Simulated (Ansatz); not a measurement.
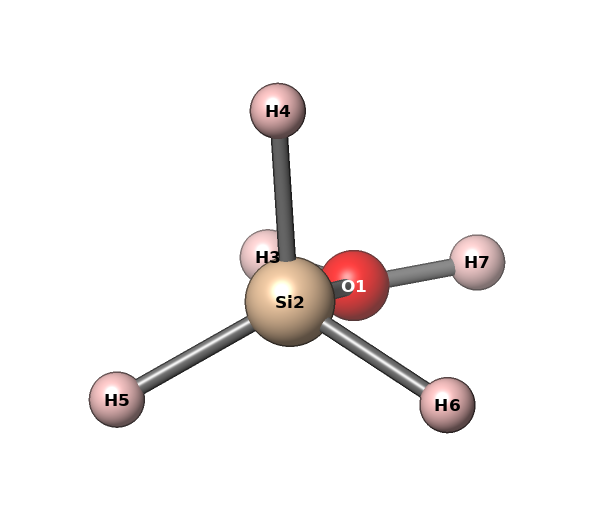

O1 lies behind Si2. The molecule seen a little off the Si2–O1 bond, Si2 in front. Depth is shown by fading: the farther an atom, the more it takes the colour of the background. The species has charge +1 and is a spin singlet. Computed geometry: PBE-D4/def2-SVP optimisation. No frequency run is at hand to confirm it as a minimum.

What is the torsion angle H4–Si2–O1–H3? The sign is positive where the front bond must turn clockwise to cover the back bond.

−79°, synclinal (gauche).
